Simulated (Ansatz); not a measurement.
# Geometry relaxation of CH$_{5}$ClGe

System: CH$_{5}$ClGe.
Method: RKS PBE/def2-SVP (Ansatz 0.2.0).

It belongs to a series of runs on one base structure; here: end point A relaxed. Figures and captions count atoms from 1; the log counts them from 0 in places.

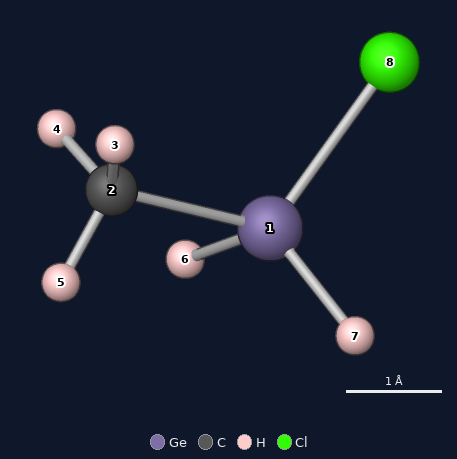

Figure 1. The starting structure (ball-and-stick view, seen at a tilt; atoms are numbered from 1 in the order of the input). Sticks mark near contacts. Bond lengths as drawn: Cl–Ge 2.18 Å, C–Ge 1.94 Å, C–H 1.11 Å and Ge–H 1.54 Å.

## Key numbers

```tsv
quantity	value
outcome	converged
total energy	−70133.2988 eV
mean-field energy	−70133.2988 eV
largest force (length of the vector) at the end	0.027 eV/Å
hardware	2 threads of Intel Xeon (Granite Rapids), 32 GiB of memory available, shared host
wall time	5 s (CPU time 9.4 s)
peak memory	0.14 GiB
```

## Input file
```yaml
crystal:
  periodic: [false, false, false]
  atoms:
    - { symbol: Ge, position_ang: [0.267389, 0.040715, 0.046891] }
    - { symbol: C, position_ang: [0.916064, -0.02945, 1.877275] }
    - { symbol: H, position_ang: [0.189234, -0.213639, 2.694776] }
    - { symbol: H, position_ang: [1.694525, -0.818928, 1.897991] }
    - { symbol: H, position_ang: [1.405343, 0.952573, 2.063508] }
    - { symbol: H, position_ang: [1.755122, 0.056275, -0.331162] }
    - { symbol: H, position_ang: [-0.593635, 1.246262, -0.390305] }
    - { symbol: Cl, position_ang: [-0.737142, -1.780508, -0.600874] }
basis:
  gaussian: { orbitals: def2-SVP }
hamiltonian:
  xc: pbe
relax:
  f_tol: 0.03
  max_steps: 50
output:
  orbitals: {}
```

Run as:
```bash
ansatz run input.yaml --threads 2 --pin off --max-ram 3072MiB --backend cpu --events-out ev --progress --plain --runs-dir out
```

## Output
```
The last accepted step is kept in [file] (removed where the run ends without a failure and the disk answers)
Engine: ansatz 0.2.0, x86_64-unknown-linux-gnu
Functional definition: PBE
  parameter kappa = 0.804
  parameter beta = 0.06672455060314922
  exchange = pbe_x(kappa = kappa, mu = beta*pi^2/3)
  correlation = pbe_c(beta = beta)
994 factors; their error is unknown
mean field evaluation 1: about -70125.7235 eV, gradient 5.6e1 eV
mean field evaluation 2: about -70112.7134 eV, gradient 8.3e1 eV
mean field evaluation 4: about -70132.8857 eV, gradient 4.3e0 eV
mean field evaluation 8: about -70132.9349 eV, gradient 5.4e-2 eV
mean field evaluation 16: about -70132.8788 eV, gradient 1.9e-5 eV
mean field -70132.87884130 eV, -2577.3357596451 hartree, gradient 1.9e-5 eV, S^2 0.000000; 0 other end points of the search recorded, 0 dependent functions left out
the calculation of the forces begins
reference -70132.87887324 eV, -2577.3357608189 hartree; 30, 30 occupied and 59, 59 virtual orbitals, 994 factors
relax step   1: F+E_penalty+E_count = -70132.87884130 eV  Δ(F+E_penalty+E_count) = +0.000e0 eV  max|allowed force component| = 1.324e0 eV/Å  Δτ_max = 0.0000 Å  (25 SCF iters, accepted)
these checks for a lower state are left out or cut short: starts, cluster_reference, orbital_swaps, neighbouring_geometries, increment
994 factors; their error is unknown
mean field -70133.12988762 eV, -2577.3449854273 hartree, gradient 1.4e-5 eV, S^2 0.000000; 0 other end points of the search recorded, 0 dependent functions left out
the calculation of the forces begins
reference -70133.12992004 eV, -2577.3449866186 hartree; 30, 30 occupied and 59, 59 virtual orbitals, 994 factors
relax step   2: F+E_penalty+E_count = -70133.12988762 eV  Δ(F+E_penalty+E_count) = -2.510e-1 eV  max|allowed force component| = 5.100e-1 eV/Å  Δτ_max = 0.1949 Å  (26 SCF iters, accepted)
these checks for a lower state are left out or cut short: starts, cluster_reference, orbital_swaps, neighbouring_geometries, increment
994 factors; their error is unknown
mean field -70133.23999430 eV, -2577.3490317731 hartree, gradient 1.4e-5 eV, S^2 0.000000; 0 other end points of the search recorded, 0 dependent functions left out
the calculation of the forces begins
reference -70133.24002703 eV, -2577.3490329758 hartree; 30, 30 occupied and 59, 59 virtual orbitals, 994 factors
relax step   3: F+E_penalty+E_count = -70133.23999430 eV  Δ(F+E_penalty+E_count) = -1.101e-1 eV  max|allowed force component| = 3.793e-1 eV/Å  Δτ_max = 0.1950 Å  (26 SCF iters, accepted)
these checks for a lower state are left out or cut short: starts, cluster_reference, orbital_swaps, neighbouring_geometries, increment
994 factors; their error is unknown
mean field evaluation 32: about -70133.2332 eV, gradient 6.4e0 eV
mean field -70133.29433185 eV, -2577.3510286412 hartree, gradient 2.0e-5 eV, S^2 0.000000; 0 other end points of the search recorded, 0 dependent functions left out
the calculation of the forces begins
reference -70133.29436473 eV, -2577.3510298496 hartree; 30, 30 occupied and 59, 59 virtual orbitals, 994 factors
relax step   4: F+E_penalty+E_count = -70133.29433185 eV  Δ(F+E_penalty+E_count) = -5.434e-2 eV  max|allowed force component| = 1.841e-1 eV/Å  Δτ_max = 0.1654 Å  (25 SCF iters, accepted)
these checks for a lower state are left out or cut short: starts, cluster_reference, orbital_swaps, neighbouring_geometries, increment
994 factors; their error is unknown
mean field -70133.29803184 eV, -2577.3511646132 hartree, gradient 1.4e-5 eV, S^2 0.000000; 0 other end points of the search recorded, 0 dependent functions left out
the calculation of the forces begins
reference -70133.29806472 eV, -2577.3511658216 hartree; 30, 30 occupied and 59, 59 virtual orbitals, 994 factors
relax step   5: F+E_penalty+E_count = -70133.29803184 eV  Δ(F+E_penalty+E_count) = -3.700e-3 eV  max|allowed force component| = 7.948e-2 eV/Å  Δτ_max = 0.0316 Å  (26 SCF iters, accepted)
these checks for a lower state are left out or cut short: starts, cluster_reference, orbital_swaps, neighbouring_geometries, increment
994 factors; their error is unknown
mean field -70133.29881377 eV, -2577.3511933487 hartree, gradient 1.4e-5 eV, S^2 0.000000; 0 other end points of the search recorded, 0 dependent functions left out
the calculation of the forces begins
reference -70133.29884664 eV, -2577.3511945568 hartree; 30, 30 occupied and 59, 59 virtual orbitals, 994 factors
relax step   6: F+E_penalty+E_count = -70133.29881377 eV  Δ(F+E_penalty+E_count) = -7.819e-4 eV  max|allowed force component| = 2.618e-2 eV/Å  Δτ_max = 0.0069 Å  (27 SCF iters, accepted)
994 factors; their error is unknown
mean field evaluation 64: about -70133.2988 eV, gradient 2.7e-2 eV
```

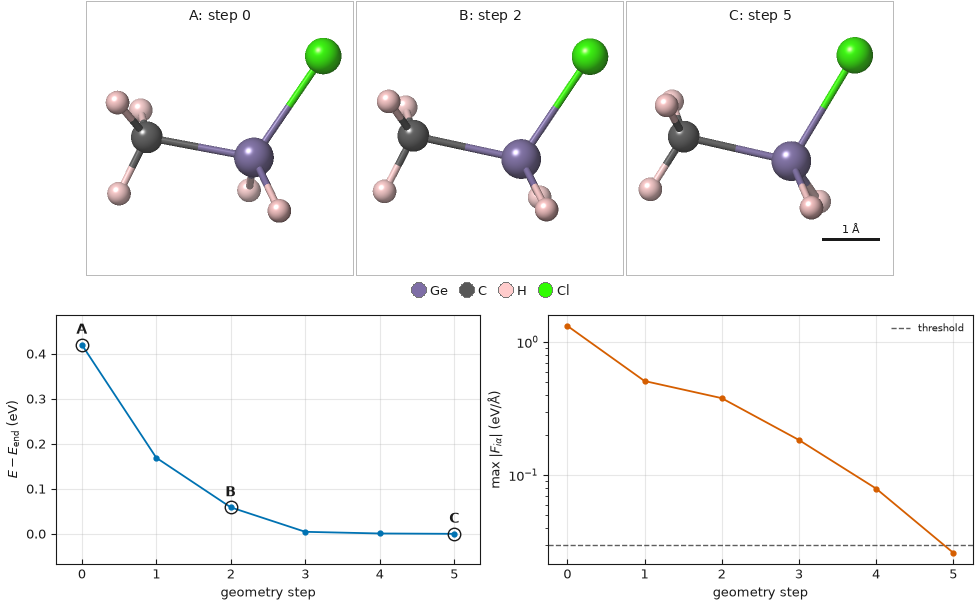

Figure 2. Frames of the relaxation (ball-and-stick view, seen at a tilt) above the curves, on which the letters mark them (the first geometry is step 0 here and step 1 in the log).

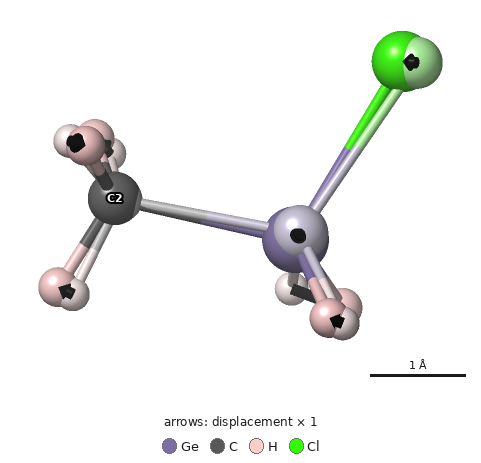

Figure 3. Start (faint) and end (solid) with the displacements as black arrows, at true length (ball-and-stick view, seen at a tilt). The two geometries are laid on each other by the best rigid fit. Over 5 geometry steps the energy falls by 0.420 eV. Largest force component: 1.3 eV/Å at the start, 0.026 eV/Å at the end. H6 moves most after the best rigid fit: 0.57 Å. By element the largest moves are H 0.57 Å, Cl 0.17 Å, Ge 0.16 Å, C 0.06 Å. Among the contacts that change: Ge1–H6 1.535 → 1.551 Å, Ge1–Cl8 2.178 → 2.191 Å, Ge1–C2 1.943 → 1.956 Å. Among the angles that change: C2–Ge1–H6 84.8° → 112.2°, Ge1–C2–H3 118.8° → 110.1°, H6–Ge1–H7 117.6° → 110.8°. (Atoms are counted from 1 in the order of the input.)

```
mean field -70133.29881377 eV, -2577.3511933487 hartree, gradient 1.4e-5 eV, S^2 0.000000; 1 other end points of the search recorded, 0 dependent functions left out
the calculation of the forces begins
reference -70133.29884664 eV, -2577.3511945568 hartree; 30, 30 occupied and 59, 59 virtual orbitals, 994 factors
Total energy: -70133.29884664 eV, -2577.3511945568 hartree
Atom 0 at     0.424695     0.056502     0.043683 Å, force    -0.006107     0.001741    -0.026177 eV/Å
Atom 1 at     0.924943    -0.029347     1.932387 Å, force     0.000551    -0.011816     0.020587 eV/Å
Atom 2 at     0.020292    -0.138910     2.560228 Å, force    -0.004113     0.000138     0.001766 eV/Å
Atom 3 at     1.592208    -0.894211     2.109616 Å, force     0.002285    -0.002583    -0.000540 eV/Å
Atom 4 at     1.454516     0.900432     2.221486 Å, force     0.002689     0.006006    -0.001687 eV/Å
Atom 5 at     1.663321     0.140691    -0.886549 Å, force     0.001546     0.002662    -0.001118 eV/Å
Atom 6 at    -0.563064     1.216573    -0.248197 Å, force     0.000492     0.002660    -0.000557 eV/Å
Atom 7 at    -0.620011    -1.798430    -0.474555 Å, force     0.002657     0.001193     0.007727 eV/Å
Dipole moment:     0.235895     0.328420     0.269505 e Å
```

## Trajectory as extended XYZ (Å, eV, eV/Å), 6 frames, from step=1 to step=6
```
8
Properties=species:S:1:pos:R:3:forces:R:3 step=1 energy=-70132.87884
Ge    0.2674    0.0407    0.0469    0.5475   0.0240   0.3751
C     0.9161   -0.0295    1.8773   -0.6367  -0.0246   1.0242
H     0.1892   -0.2136    2.6948    0.0210   0.0091  -0.0343
H     1.6945   -0.8189    1.8980   -0.0783   0.0472   0.0177
H     1.4053    0.9526    2.0635    0.0016  -0.0886  -0.0405
H     1.7551    0.0563   -0.3312    0.1530   0.0713  -1.3240
H    -0.5936    1.2463   -0.3903   -0.0116  -0.0297  -0.0058
Cl   -0.7371   -1.7805   -0.6009    0.0034  -0.0087  -0.0123
8
Properties=species:S:1:pos:R:3:forces:R:3 step=2 energy=-70133.12989
Ge    0.3175    0.0438    0.0663    0.3677  -0.0078   0.0543
C     0.8903   -0.0314    1.9292    0.0284   0.0494   0.1105
H     0.1610   -0.2144    2.7362   -0.1478  -0.0007  -0.0591
H     1.6703   -0.8197    1.9304   -0.0560   0.0189   0.1835
H     1.3956    0.9460    2.0903   -0.0124  -0.0714   0.1311
H     1.7615    0.0661   -0.5258   -0.2589   0.0475  -0.5100
H    -0.5801    1.2277   -0.3785    0.0525  -0.0091   0.0605
Cl   -0.7192   -1.7648   -0.5900    0.0266  -0.0267   0.0291
8
Properties=species:S:1:pos:R:3:forces:R:3 step=3 energy=-70133.23999
Ge    0.3604    0.0462    0.0692    0.3545  -0.0056  -0.2425
C     0.8927   -0.0311    1.9504    0.2686   0.0321  -0.1162
H     0.0992   -0.2039    2.6988   -0.0835   0.0113  -0.0831
H     1.6594   -0.8320    2.0088   -0.1217   0.0069   0.1378
H     1.4101    0.9325    2.1503   -0.0901  -0.0458   0.1166
H     1.7272    0.0873   -0.7165   -0.3793   0.0130   0.0237
H    -0.5616    1.2252   -0.3453    0.0286  -0.0114   0.0959
Cl   -0.6905   -1.7709   -0.5574    0.0227  -0.0006   0.0677
8
Properties=species:S:1:pos:R:3:forces:R:3 step=4 energy=-70133.29433
Ge    0.4139    0.0389    0.0380    0.0763   0.1009   0.1841
C     0.9204   -0.0367    1.9294    0.0135   0.0746   0.0634
H     0.0336   -0.1352    2.5849   -0.0218  -0.0366  -0.0592
H     1.6082   -0.8814    2.1211   -0.0108  -0.0434  -0.0252
H     1.4426    0.9063    2.1940    0.0001  -0.0103  -0.0252
H     1.6676    0.1412   -0.8611    0.0530  -0.0270  -0.0861
H    -0.5532    1.2133   -0.2408   -0.0665   0.0433  -0.0298
Cl   -0.6362   -1.7931   -0.5075   -0.0438  -0.1017  -0.0219
8
Properties=species:S:1:pos:R:3:forces:R:3 step=5 energy=-70133.29803
Ge    0.4248    0.0590    0.0469   -0.0034  -0.0311  -0.0725
C     0.9256   -0.0316    1.9371    0.0523  -0.0022  -0.0795
H     0.0208   -0.1402    2.5614   -0.0429  -0.0007   0.0493
H     1.5963   -0.8950    2.1148   -0.0226   0.0295  -0.0105
H     1.4529    0.9027    2.2152    0.0057  -0.0015   0.0386
H     1.6650    0.1357   -0.8874   -0.0350   0.0219   0.0369
H    -0.5682    1.2172   -0.2498    0.0441  -0.0189   0.0207
Cl   -0.6204   -1.7945   -0.4802    0.0019   0.0030   0.0168
8
Properties=species:S:1:pos:R:3:forces:R:3 step=6 energy=-70133.29881
Ge    0.4247    0.0565    0.0437   -0.0061   0.0017  -0.0262
C     0.9249   -0.0293    1.9324    0.0006  -0.0118   0.0206
H     0.0203   -0.1389    2.5602   -0.0041   0.0001   0.0018
H     1.5922   -0.8942    2.1096    0.0023  -0.0026  -0.0005
H     1.4545    0.9004    2.2215    0.0027   0.0060  -0.0017
H     1.6633    0.1407   -0.8865    0.0015   0.0027  -0.0011
H    -0.5631    1.2166   -0.2482    0.0005   0.0027  -0.0006
Cl   -0.6200   -1.7984   -0.4746    0.0027   0.0012   0.0077
```

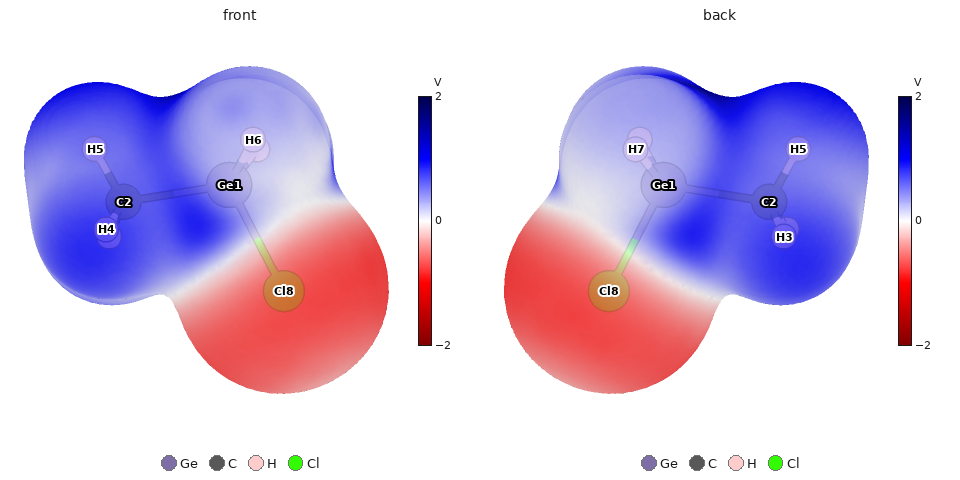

Figure 4. The electrostatic potential painted on the density surface at 0.002 e/bohr³, seen face on and from behind; red is negative and blue positive. A positive charge is drawn to the negative regions and a negative charge to the positive ones.

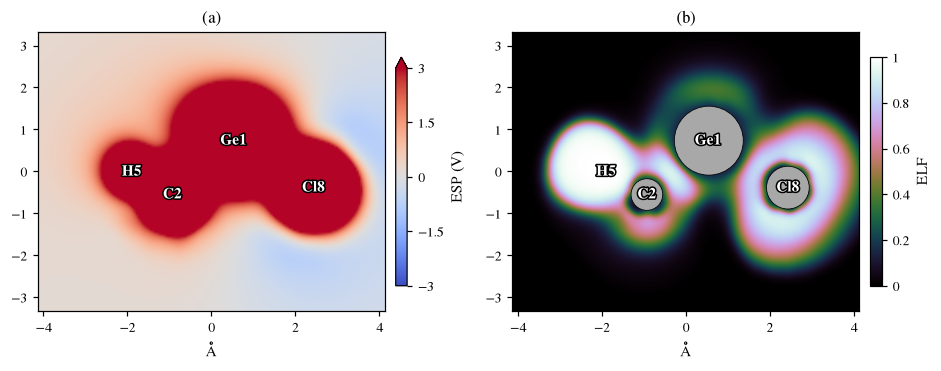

Figure 5. (a) molecular electrostatic potential; (b) electron localisation function on the plane of atoms Ge1, C2 and H5. Grey discs, where drawn, cover atomic cores. The section cuts through Ge, C, H and Cl sites. Ge–Cl (2.19 Å): the ELF peaks at about 0.85 in the valence shell of Cl, 0.8 Å from its nucleus, and is about 0.65 at the midpoint.
